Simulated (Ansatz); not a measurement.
# What BiAs (model cell, started as CsCl type) distorts into

Which phase does BiAs (model cell, started as CsCl type) fall into along its unstable mode, and how much energy does it gain?

Calculated with Ansatz 0.2.0; DFT PBEsol, scalar-relativistic, plane waves, PAW.

The structure was built from a prototype and need not be the compound's stable phase.

## 1. The structure

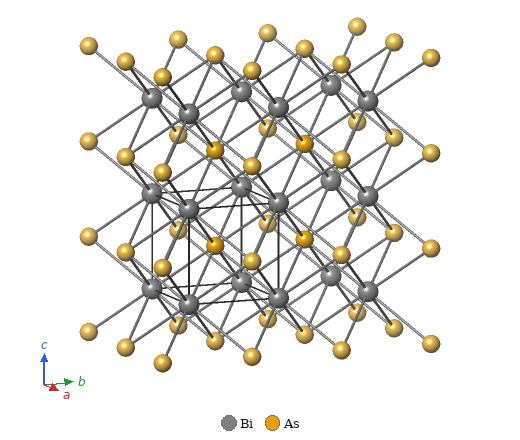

The cell as given, slightly off an axis (bismuth grey, arsenic orange). 1×2×2 cells are drawn. Some periodic images of atoms are drawn too.

## 2. The dispersion

The cell comes from relaxations at this level that are not shown. Stability and thermal properties need the whole zone. Linear response on a 4×4×4 q mesh gives force constants as far as a supercell of that size would.

input.yaml

```yaml
crystal:
  lattice:
    - [3.6289249598, 0.0, 0.0]
    - [0.0, 3.6289249598, 0.0]
    - [0.0, 0.0, 3.6289249598]
  atoms:
    - { symbol: Bi, position: [0.0, 0.0, 0.0] }
    - { symbol: As, position: [0.5, 0.5, 0.5] }
kpoints:
  mp_grid: { grid: [12, 12, 12] }
hamiltonian:
  xc: pbesol
scf:
  occupations: { method: methfessel_paxton, width: 0.15 }
output:
  eigenvalues: true
phonons:
  method: dfpt
  qmesh: [4, 4, 4]
  temperatures: { t_max: 1000, t_step: 50 }
  qpath:
    path:
      - [[0.0, 0.0, 0.0], [0.0, 0.5, 0.0], [0.5, 0.5, 0.0], [0.0, 0.0, 0.0], [0.5, 0.5, 0.5], [0.0, 0.5, 0.0]]
      - [[0.5, 0.5, 0.5], [0.5, 0.5, 0.0]]
    npoints: 10
```

Started as:

```console
ansatz run input.yaml --threads 4 --pin off --max-ram 7168MiB --backend cpu --events-out ev --progress --plain --runs-dir out
```

Numbers of over 12 decimals in the logs are rounded to 6 here.

Log:

```text
Engine: ansatz 0.2.0, aarch64-unknown-linux-gnu
Pseudopotentials: kind: paw
Pseudopotential: Bi, paw, valence charge 15, recommended cutoff 420 eV (normal), Bi.paw.azcp
Pseudopotential: As, paw, valence charge 15, recommended cutoff 420 eV (normal), As.paw.azcp
Functional definition: PBEsol
  exchange = pbesol_x
  correlation = pbesol_c
Crystal: 2 atoms, lattice volume = 47.790 Å³
Basis set: ecut = 420 eV, 925 PW (Γ), exchange–correlation on 50×50×50 points (8 copies of the dense FFT grid, shifted against one another)
Bands: 19, of which v1, the nominal top of the filled ones, is band 15 counted from 1 (14 counted from 0)
Symmetry: 48 space group operations
k-points: 84 of 1728
Non-local potential: Bi, projectors of the file, l = 0: 2, l = 1: 2, l = 2: 2, l = 3: 2
Non-local potential: As, projectors of the file, l = 0: 2, l = 1: 2, l = 2: 3, l = 3: 1
PAW form: soft (Blöchl's): semilocal exchange-correlation on the pseudo side does not see the compensation charge
PAW frozen core: Bi, regenerated for the run's functional, and the local potential with it (the file was generated under x = pbe(κ = 0.804, μ = 0.219515), c = pbe(β = 0.066725))
PAW frozen core: As, regenerated for the run's functional, and the local potential with it (the file was generated under x = pbe(κ = 0.804, μ = 0.219515), c = pbe(β = 0.066725))
PAW one-centre angular grid: Bi, 590 points (default); XC on 64 Gauss nodes
PAW one-centre angular grid: As, 590 points (default); XC on 64 Gauss nodes
Initial density: superposition of atomic densities (neutral atoms: chi_scale 0, normalization atom), corrected by the library's trained network
Initial wavefunctions: pseudopotential atomic-orbital guess
Functional: x = pbesol(κ = 0.804, μ = 0.123457), c = pbesol(β = 0.046)
SCF iter   1: F=—  HF=-17054.619062 eV  |F-HF|=—  |Δ(HF+E_count)|=         —  Δρ=3.45e-3  dr2=1.21e-2  ethr=1.77e-3  ⟨swp⟩=5.4  Hψ=6963  notcnv=0
preconditioner: auto → Kerker (q_TF=auto, 2.525 Å⁻¹)  [metal: Δε(μ)=0.044 eV  Ē_g=18.259 eV  σ=0.150 eV  W_gap=0.24  n_scr=18 (ndim 8)  ℏωp=24.0 eV  f_vac=0.000  D(μ)=1.64/eV (n_scr^D=18)]
SCF iter   2: F=—  HF=-17054.615610 eV  |F-HF|=—  |Δ(HF+E_count)|=   3.45e-3  S|Δr|=    0.00e0  Δρ=1.78e-3  dr2=2.72e-3  ethr=4.03e-5  ⟨swp⟩=1.6  Hψ=2808  notcnv=0
SCF iter   3: F=—  HF=-17054.615002 eV  |F-HF|=—  |Δ(HF+E_count)|=   6.08e-4  S|Δr|=    0.00e0  Δρ=5.16e-4  dr2=2.25e-4  ethr=9.06e-6  ⟨swp⟩=2.0  Hψ=2861  notcnv=0
SCF iter   4: F=—  HF=-17054.614950 eV  |F-HF|=—  |Δ(HF+E_count)|=   5.24e-5  S|Δr|=    0.00e0  Δρ=2.10e-4  dr2=1.18e-5  ethr=7.51e-7  ⟨swp⟩=2.9  Hψ=2813  notcnv=0
SCF iter   5: F=—  HF=-17054.614953 eV  |F-HF|=—  |Δ(HF+E_count)|=   2.80e-6  S|Δr|=    0.00e0  Δρ=4.45e-5  dr2=6.87e-7  ethr=3.93e-8  ⟨swp⟩=2.1  Hψ=2414  notcnv=0
SCF iter   6: F=—  HF=-17054.614961 eV  |F-HF|=—  |Δ(HF+E_count)|=   7.87e-6  S|Δr|=    0.00e0  Δρ=1.97e-5  dr2=1.34e-7  ethr=2.29e-9  ⟨swp⟩=2.0  Hψ=2863  notcnv=0
SCF iter   7: F=—  HF=-17054.614961 eV  |F-HF|=—  |Δ(HF+E_count)|=   6.24e-9  S|Δr|=    0.00e0  Δρ=5.06e-6  dr2=9.03e-9  ethr=4.46e-10  ⟨swp⟩=2.0  Hψ=2388  notcnv=0
SCF iter   8: F=—  HF=-17054.614961 eV  |F-HF|=—  |Δ(HF+E_count)|=   3.47e-9  S|Δr|=    0.00e0  Δρ=6.28e-7  dr2=1.35e-10  ethr=3.01e-11  ⟨swp⟩=2.0  Hψ=2445  notcnv=0
SCF iter   9: F=-17054.614961 eV  HF=-17054.614961 eV  |F-HF|=7.28e-12  |Δ(HF+E_count)|=  1.06e-10  S|Δr|=    0.00e0  Δρ=8.17e-8  dr2=3.60e-12  ethr=1.00e-12  ⟨swp⟩=6.6  Hψ=7715  notcnv=0
SCF 1 converged in 9 iterations: F = -17054.614961 eV  dr2 = 3.60e-12
  greatest PAW one-centre occupation: 0.999 electrons in one spin orbital (limit 2), on the As atom at site 1 (counted from 0), in its partial waves of l = 2
Initial density: read from a saved state, or passed on in memory by an earlier SCF of this step, an earlier step, the calling program or the single point that the run made first
iter 1 solved again at ethr=5.83e-8 eV; its pass at ethr=3.10e-3 eV (dr2=1.75e-5 eV) is discarded
SCF iter   1: F=—  HF=-17054.614958 eV  |F-HF|=—  |Δ(HF+E_count)|=         —  Δρ=7.20e-7  dr2=1.24e-10  ethr=5.83e-8  ⟨swp⟩=3.8  Hψ=11613  notcnv=0
eigensolver tolerance schedule: the retry pair's looser diagonalisation over-reported the residual by 141066.48 of it (diagonalisation noise at an unbounded share of the residual, at the tolerance the schedule requests for it); recorded, not acted on — ethr = c·dr2/N_el stays at c = 1.0e-1
preconditioner: auto → Kerker (q_TF=auto, 2.525 Å⁻¹)  [metal: Δε(μ)=0.019 eV  Ē_g=18.235 eV  σ=0.150 eV  W_gap=0.10  n_scr=18 (ndim 8)  ℏωp=24.0 eV  f_vac=0.000  D(μ)=1.54/eV (n_scr^D=6)]
SCF iter   2: F=—  HF=-17054.614961 eV  |F-HF|=—  |Δ(HF+E_count)|=   2.54e-6  S|Δr|=    0.00e0  Δρ=3.82e-7  dr2=3.32e-11  ethr=1.00e-12  ⟨swp⟩=4.0  Hψ=4517  notcnv=0
SCF iter   3: F=—  HF=-17054.614961 eV  |F-HF|=—  |Δ(HF+E_count)|=  6.55e-11  S|Δr|=    0.00e0  Δρ=2.51e-7  dr2=1.46e-11  ethr=1.00e-12  ⟨swp⟩=4.6  Hψ=5299  notcnv=0
SCF iter   4: F=-17054.614961 eV  HF=-17054.614961 eV  |F-HF|=1.09e-11  |Δ(HF+E_count)|=  2.91e-11  S|Δr|=    0.00e0  Δρ=1.61e-7  dr2=5.97e-12  ethr=1.00e-12  ⟨swp⟩=2.0  Hψ=3194  notcnv=0
SCF 2 converged in 4 iterations: F = -17054.614961 eV  dr2 = 5.97e-12
phonons: the bands overlap, so this run is a metal and interpolates without the dipole-dipole term. If the crystal is really an insulator or semiconductor, its LO-TO splitting is missing
NSCF: frozen V_eff on 84 k-points
NSCF: frozen V_eff on 196 k-points
DFPT response loops at q = (0, 0, 0) (fractional): preconditioner auto → Kerker (q_TF=auto, 2.525 Å⁻¹) (partly filled bands, converged f_vac=0.000); β = 1.00, the filter's whole step (`scf.mixing.beta` (0.50) is not read by the response loops under this deck's `scf.mixing.preconditioner`; to damp them name `kerker` or `kerker_dos`, under which they read `scf.mixing.beta`, and type it under 1.00, their step now; both keys bind the ground state too); Broyden in place of MSR1
NSCF: frozen V_eff on 1176 k-points
DFPT response loops at q = (0, 0, 0.25) (fractional): mixed as the last ones told, above
NSCF: frozen V_eff on 686 k-points
DFPT response loops at q = (0, 0, -0.5) (fractional): mixed as the last ones told, above
NSCF: frozen V_eff on 2016 k-points
DFPT response loops at q = (0, 0.25, 0.25) (fractional): mixed as the last ones told, above
NSCF: frozen V_eff on 1176 k-points
DFPT response loops at q = (0, 0.25, -0.5) (fractional): mixed as the last ones told, above
NSCF: frozen V_eff on 686 k-points
DFPT response loops at q = (0, -0.5, -0.5) (fractional): mixed as the last ones told, above
NSCF: frozen V_eff on 1872 k-points
DFPT response loops at q = (0.25, 0.25, 0.25) (fractional): mixed as the last ones told, above
NSCF: frozen V_eff on 2016 k-points
DFPT response loops at q = (0.25, 0.25, -0.5) (fractional): mixed as the last ones told, above
NSCF: frozen V_eff on 1176 k-points
DFPT response loops at q = (0.25, -0.5, -0.5) (fractional): mixed as the last ones told, above
NSCF: frozen V_eff on 392 k-points
DFPT response loops at q = (-0.5, -0.5, -0.5) (fractional): mixed as the last ones told, above
SCF converged after 9 iterations
Stability not checked: this state was not tested for a lower state beside it, because cold or Methfessel-Paxton smearing, or corrected tetrahedra, fill the levels in a way that the test cannot read (fill_not_monotonic; see scf.lower_state_search)
Free energy (F): -17054.614961 eV
Harris-Foulkes:  -17054.614961 eV  (|F-HF|=7.28e-12)
Internal energy: -17054.612669 eV  (E = F + TS)
E sigma→0 (E₀):  -17054.614388 eV
Entropy (-TS):   -0.002292 eV (-1.146 meV/atom)
Fermi energy:    12.534364 eV
--- Per-component energies (eV) ---
  E_band       = -269.482801
  E_kinetic    = 405.255505
  E_local      = -2859.452516  (includes V_loc(G=0)·N_el)
  E_nonlocal   = -105.885263
  E_hartree    = 1284.831090
  E_xc         = -229.798248
  E_vxc        = -224.356471  (∫ρ·V_xc dr)
  E_paw        = -12301.495271  (= ΣΔE_a)
  E_vpaw       = -54.705708  (= ΣTr[D̂ρ^β])
  E_aug_tail   = -0.000449  (compensation charges beyond the density's cutoff)
  E_ewald      = -3249.123698
  E_core_change = 1.056181  (= ΣΔE_core)
  E_smearing   = -0.002292  (= −TS)
  E_closure    = 0.000000  (closes the sum)
  Σ components = -17054.614961   (vs F -17054.614961, Δ=0.00e0)
--- Band table (eV; the first three rows and the last of 84) ---
  k-point 0: bands = [... 11 lower, 5.1796, 10.5457, 10.5457, 10.5457, 16.3310, 16.3310, 18.4976, 18.4976]
  k-point 1: bands = [... 11 lower, 4.9952, 10.4533, 10.6304, 10.6304, 16.3927, 16.7427, 18.0634, 18.2518]
  k-point 2: bands = [... 11 lower, 4.4656, 10.3412, 10.8818, 10.8818, 16.5769, 16.6229, 17.5816, 17.5816]
  k-point 83: bands = [... 11 lower, 3.1418, 9.8152, 9.8152, 9.8152, 9.8748, 9.8748, 9.8748, 28.0546]
--- Phonons (Γ-DFPT): 2 representative perturbations + reference (Σ response iterations 6) ---
  ASR residual: 9.029e-5 → 0.000e0 eV/Å²; symmetrization residual: 2.205e-5 eV/Å²
  ASR residual per site (eV/Å²): 9.03e-5 2.41e-5
  Γ frequencies (cm⁻¹): -10.99 -10.99 -10.99 0.00 0.00 0.00
--- Phonons (arbitrary-q DFPT): 10 irreducible q on the 4×4×4 mesh ---
  q = [0.0000, 0.0000, 0.0000] (star 1, of the zone-centre solve; hermiticity 1.80e-3, symmetrization 8.35e-9): -10.99 -10.99 -10.99 -0.00 0.00 0.00
  q = [0.0000, 0.0000, 0.2500] (star 6, 4 solved perturbations in 1848 linear systems a pass and spin channel, the states on 588 of 1728 k-point pairs; hermiticity 1.49e-5, symmetrization 8.94e-12): 25.94 25.94 43.89 43.89 54.06 73.90
  q = [0.0000, 0.0000, -0.5000] (star 3, 4 solved perturbations in 1078 linear systems a pass and spin channel, the states on 343 of 1728 k-point pairs; hermiticity 9.94e-14, symmetrization 4.68e-12): 32.50 32.50 56.30 56.30 79.70 110.15
  q = [0.0000, 0.2500, 0.2500] (star 12, 4 solved perturbations in 3108 linear systems a pass and spin channel, the states on 1008 of 1728 k-point pairs; hermiticity 1.45e-5, symmetrization 4.20e-13): -39.62 28.70 31.54 40.31 48.82 97.05
  q = [0.0000, 0.2500, -0.5000] (star 12, 6 solved perturbations on 588 of 1728 k-point pairs; hermiticity 5.64e-6, symmetrization 2.19e-13): -59.50 -24.55 45.39 55.47 76.66 94.10
  q = [0.0000, -0.5000, -0.5000] (star 3, 4 solved perturbations in 1078 linear systems a pass and spin channel, the states on 343 of 1728 k-point pairs; hermiticity 2.25e-5, symmetrization 5.91e-13): -81.60 -47.34 44.55 44.55 78.36 78.36
  q = [0.2500, 0.2500, 0.2500] (star 8, 2 solved perturbations on 936 of 1728 k-point pairs; hermiticity 3.27e-6, symmetrization 9.48e-12): 35.13 48.77 48.77 62.55 74.75 74.75
  q = [0.2500, 0.2500, -0.5000] (star 12, 4 solved perturbations in 3108 linear systems a pass and spin channel, the states on 1008 of 1728 k-point pairs; hermiticity 3.50e-6, symmetrization 1.68e-12): 23.98 30.20 59.92 71.52 88.78 94.19
  q = [0.2500, -0.5000, -0.5000] (star 6, 4 solved perturbations in 1848 linear systems a pass and spin channel, the states on 588 of 1728 k-point pairs; hermiticity 1.26e-5, symmetrization 1.58e-12): 44.68 61.35 61.35 72.95 78.24 78.24
  q = [-0.5000, -0.5000, -0.5000] (star 1, 2 solved perturbations on 196 of 1728 k-point pairs; hermiticity 8.13e-14, symmetrization 1.58e-11): 79.14 79.14 79.14 118.38 118.38 118.38
  sum rule: each row above includes the acoustic sum rule's correction from the zone centre's row sums; it moved no ω² by more than (0.34 cm⁻¹)²
  mesh force constants: q→R imaginary residual 1.66e-18; ASR residual 9.029e-5 → 0.000e0 eV/Å²; symmetrization residual 9.992e-16 eV/Å²
  interpolated dispersion: 62 rows × 6 modes
  density of states and harmonic sums: on the 20×20×20 q-mesh, interpolated from the force constants of a 4×4×4 supercell (no non-analytic term)
  largest difference from the sums on the solved wave vectors: F 2.34e-2 eV, S 2.35e-5 and C_V 1.28e-6 eV/K
  zero-point energy: 0.018829 eV/cell   skipped modes (ω ≤ 0): 208, of them read as no rigid motion or as one in doubt: 205 (7.526e-1 modes/cell left out, lowest -81.60 cm⁻¹)   left out of the sums: 1.26e-1 of the cell's modes: C_V's classical limit lies that fraction below 3 k_B per atom; for a crystal, a wire or a layer, F and S can be off by more, and a phonons.interpolated_qmesh denser along its periods is the remedy for the sampling
```

Wall time 6.1 min (4 threads of Arm Neoverse V2, shared host); peak memory 2.4 GiB.

In the SCF lines HF is the Harris–Foulkes energy and dr2 the Hartree energy of the density residual, in eV; the loop may stop once dr2 is under the threshold and the program's other checks hold. Hψ counts applications of the Hamiltonian.

Numbers from this step:

```yaml
volume_per_atom: 23.89 Å³
gap_on_the_k_mesh: 0 eV
sum_rule_residual_before_enforcement: 9.03e-5 eV/Å²
lowest_frequency_on_the_path: -81.60 cm⁻¹
point_group: m-3m
highest_frequency_on_the_path_or_at_a_solved_wavevector: 118.4 cm⁻¹
highest_optical_mode_at_the_zone_centre_no_lo_to_term: -10.99 cm⁻¹
lowest_optical_zone_centre_mode: -10.99 cm⁻¹
lowest_mode_on_the_q_mesh_acoustic_modes_at_gamma_apart: -81.6 cm⁻¹
```

Frequencies (cm⁻¹) solved at each irreducible wavevector; negative means imaginary. Frequencies by wavevector, by row:

| q in reciprocal lattice units | star | mode 1 | mode 2 | mode 3 | mode 4 | mode 5 | mode 6 |
| --- | --- | --- | --- | --- | --- | --- | --- |
| 0 0 0 | 1 | -11 | -11 | -11 | 0 | 0 | 0 |
| 0 0 0.25 | 6 | 25.9 | 25.9 | 43.9 | 43.9 | 54.1 | 73.9 |
| 0 0 -0.5 | 3 | 32.5 | 32.5 | 56.3 | 56.3 | 79.7 | 110.2 |
| 0 0.25 0.25 | 12 | -39.6 | 28.7 | 31.5 | 40.3 | 48.8 | 97 |
| 0 0.25 -0.5 | 12 | -59.5 | -24.6 | 45.4 | 55.5 | 76.7 | 94.1 |
| 0 -0.5 -0.5 | 3 | -81.6 | -47.3 | 44.5 | 44.5 | 78.4 | 78.4 |
| 0.25 0.25 0.25 | 8 | 35.1 | 48.8 | 48.8 | 62.5 | 74.8 | 74.8 |
| 0.25 0.25 -0.5 | 12 | 24 | 30.2 | 59.9 | 71.5 | 88.8 | 94.2 |
| 0.25 -0.5 -0.5 | 6 | 44.7 | 61.4 | 61.4 | 73 | 78.2 | 78.2 |
| -0.5 -0.5 -0.5 | 1 | 79.1 | 79.1 | 79.1 | 118.4 | 118.4 | 118.4 |

Interpolated from a 4×4×4 q mesh. Phonon branches along the path, in cm⁻¹:

| point | branch 1 | branch 2 | branch 3 | branch 4 | branch 5 | branch 6 |
| --- | --- | --- | --- | --- | --- | --- |
| Γ | -11 | -11 | -11 | 0 | 0 | 0 |
| X | 32 | 32 | 56 | 56 | 80 | 110 |
| M | -82 | -47 | 44 | 44 | 78 | 78 |
| Γ | -11 | -11 | -11 | 0 | 0 | 0 |
| R | 79 | 79 | 79 | 118 | 118 | 118 |
| X | 32 | 32 | 56 | 56 | 80 | 110 |
| jump to R | 79 | 79 | 79 | 118 | 118 | 118 |
| M | -82 | -47 | 44 | 44 | 78 | 78 |

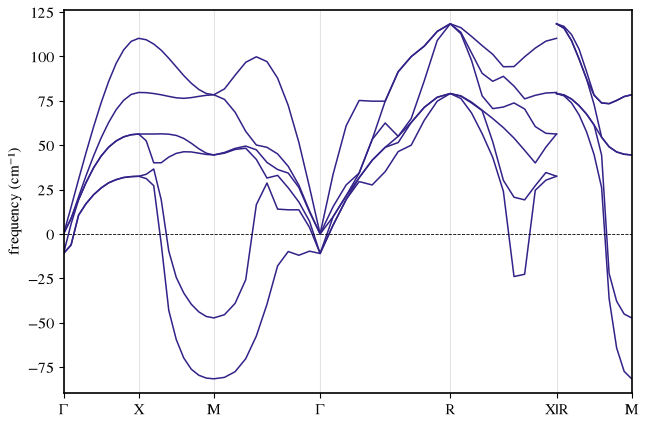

Phonon branches along the path.

Symmetry leaves 10 wavevectors to solve. The lowest mode among them, the acoustic zeros apart, lies at q = (0, -0.5, -0.5) and is imaginary, 81.6i cm⁻¹, so the energy falls along it.

## 3. The mode frozen in, largest atomic shift 0 Å

The mode followed lies at q = (0, -0.5, -0.5) with frequency 81.6i cm⁻¹, the softest among the wavevectors solved. At small amplitude the distorted cell has space group no. 129 by a symmetry search on the positions. The undistorted cell that holds it gives the zero of energy on the same k mesh.

System of this step: BiAs (model cell, started as CsCl type). It takes space group Pm-3m (No. 221, cubic). The conventional cell has a = 3.629 Å, b = 3.629 Å, c = 3.629 Å, α = 90.00°, β = 90.00°, γ = 90.00°. Bi has 8 As at 3.14 Å nearest. As has 8 Bi at 3.14 Å nearest. Farther neighbours are not listed.

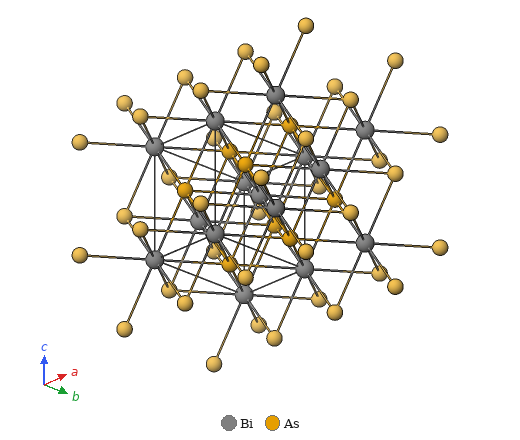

The cell of this step (bismuth grey, arsenic orange). 2×1×1 cells are drawn. Some periodic images of atoms are drawn too.

input.yaml

```yaml
crystal:
  lattice:
    - [-3.6289249598, 0.0, 0.0]
    - [0.0, -3.6289249598, -3.6289249598]
    - [0.0, -3.6289249598, 3.6289249598]
  atoms:
    - { symbol: Bi, position: [1.0, 0.0, 0.0] }
    - { symbol: Bi, position: [1.0, 0.5, 0.5] }
    - { symbol: As, position: [0.5, 0.0, 0.5] }
    - { symbol: As, position: [0.5, 0.5, 0.0] }
kpoints:
  mp_grid: { grid: [10, 8, 8] }
hamiltonian:
  xc: pbesol
scf:
  occupations: { method: methfessel_paxton, width: 0.15 }
output:
  forces: true
  stress: true
  eigenvalues: true
```

Log:

```text
[...]
Crystal: 4 atoms, lattice volume = 95.579 Å³
Basis set: ecut = 420 eV, 1877 PW (Γ), exchange–correlation on 50×72×72 points (8 copies of the dense FFT grid, shifted against one another)
Bands: 36, of which v1, the nominal top of the filled ones, is band 30 counted from 1 (29 counted from 0)
Symmetry: 32 space group operations
[...]
k-points: 90 of 640
[...]
k-point 0: bands = [... 26 lower, 10.5471, 10.5494, 10.5494, 13.4383, 15.7013, 16.3301, 16.3331, 16.5188, ... 2 higher]
  k-point 1: bands = [... 26 lower, 10.2750, 10.6422, 10.8000, 13.3803, 15.5580, 16.0416, 16.5051, 16.5796, ... 2 higher]
  k-point 2: bands = [... 26 lower, 9.6289, 10.9220, 11.4317, 13.1122, 15.1195, 15.4224, 15.9917, 16.7551, ... 2 higher]
  k-point 89: bands = [... 26 lower, 6.7489, 6.7489, 13.4446, 13.4446, 15.6994, 15.6994, 16.5145, 16.5145, ... 2 higher]
[key lines of the parts left out:]
SCF converged after 7 iterations
Free energy (F): -34109.214010 eV
Fermi energy:    12.547675 eV
P = ⅓ Tr σ = 0.2302 GPa (2.302 kbar)
```

Run time: 3.6 s. Hardware: 4 threads; peak memory 0.54 GiB.

Numbers from this step:

- pressure: 0.2302 GPa
- energy from the undistorted cell: 0 meV/atom

The run ends at a pressure of 0.23 GPa.

## 4. The mode frozen in, largest atomic shift 0.32 Å

The atoms are moved along the unstable eigenvector, the largest shift by 0.32 Å, with the cell fixed.

input.yaml, the sections that differ from step 3:

```yaml
crystal:
  lattice:
    - [-3.6289249598, 0.0, 0.0]
    - [0.0, -3.6289249598, -3.6289249598]
    - [0.0, -3.6289249598, 3.6289249598]
  atoms:
    - { symbol: Bi, position: [1.0, 0.0, 0.0] }
    - { symbol: Bi, position: [1.0, 0.5, 0.5] }
    - { symbol: As, position: [0.588180385, 0.0, 0.5] }
    - { symbol: As, position: [0.411819615, 0.5, 0.0] }
# kpoints, hamiltonian, scf, output: as in step 3
```

Log:

```text
[...]
Crystal: 4 atoms, lattice volume = 95.579 Å³
Basis set: ecut = 420 eV, 1877 PW (Γ), exchange–correlation on 50×72×72 points (8 copies of the dense FFT grid, shifted against one another)
Bands: 36, of which v1, the nominal top of the filled ones, is band 30 counted from 1 (29 counted from 0)
Symmetry: 16 space group operations
[...]
k-points: 90 of 640
[...]
k-point 0: bands = [... 26 lower, 10.3908, 10.3908, 10.9640, 13.0221, 15.6486, 16.3285, 16.6858, 16.8271, ... 2 higher]
  k-point 1: bands = [... 26 lower, 10.1304, 10.6405, 11.0494, 13.0955, 15.4430, 16.0015, 16.6614, 16.8806, ... 2 higher]
  k-point 2: bands = [... 26 lower, 9.5088, 11.2059, 11.2965, 13.2685, 14.8783, 15.1399, 16.4214, 16.9829, ... 2 higher]
  k-point 89: bands = [... 26 lower, 6.9400, 6.9400, 13.5426, 13.5426, 15.5536, 15.5536, 16.3526, 16.3526, ... 2 higher]
[key lines of the parts left out:]
SCF converged after 7 iterations
Free energy (F): -34109.308283 eV
Fermi energy:    12.653096 eV
P = ⅓ Tr σ = 2.4835 GPa (24.835 kbar)
```

It took 3.7 s on 4 threads; peak memory 0.54 GiB; 14 s of CPU time.

This step gave:

```yaml
pressure: 2.483 GPa
energy_from_the_undistorted_cell: -23.51 meV/atom
```

The energy, extrapolated to zero smearing, is -23.51 meV/atom against the undistorted cell.

The run ends at a pressure of 2.48 GPa, with forces up to 0.071 eV/Å.

(Part 1 of 2 ends here.)

[Logs are printed without paths, hosts, clocks, repeated set-up lines and the standing remarks that a program may print on its own settings, such as how far it seeks lower states.]

[Hosts, paths, dates, database ids (printed as entryN), source tags and the programs' standing remarks are cut or masked in the printed files.]
